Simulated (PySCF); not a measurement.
Consider C2H3F (vinyl fluoride).

```csv
atom,x (Å),y (Å),z (Å)
C,-0.6985,-0.0868,0.0089
C,0.6072,0.1405,-0.0303
F,1.5114,-0.8246,0.1037
H,-1.0927,-1.0941,0.1569
H,-1.3924,0.7457,-0.1096
H,1.0673,1.1235,-0.1748
```

Geometry: PBE0-D3(BJ)/def2-SVP.

Level of theory: PySCF, DFT single point, gas phase, functional wB97X.

What can the converged electron density and electron localisation function tell about the bonding?

Answer. C–C (1.33 Å): ρ is about 2.4 e/Å³ halfway; the ELF peaks at about 0.95 between the atoms; a short, multiple covalent bond.
C–F (1.33 Å): the density is about 2.4 e/Å³ at the midpoint; the ELF peaks at about 0.85 between the atoms: a polar covalent bond.
C–H (1.09 Å): ρ is about 2 e/Å³ halfway; the ELF climbs to about 1 towards the hydrogen, as it does in any bond to H: a covalent bond by its length.

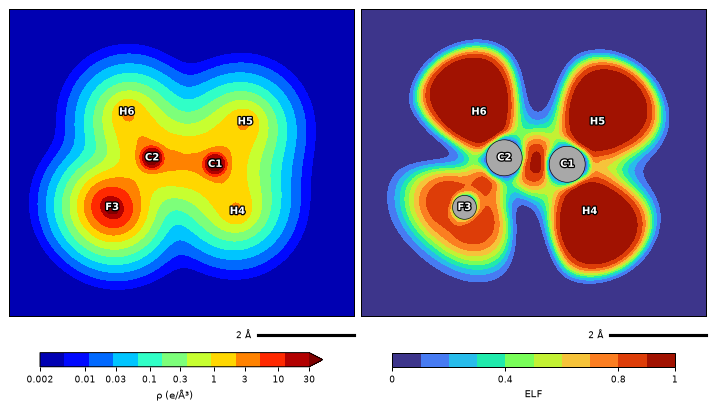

Computed electron density and electron localisation function on the molecular plane, in this order. Grey discs cover the atomic cores in the ELF map. 
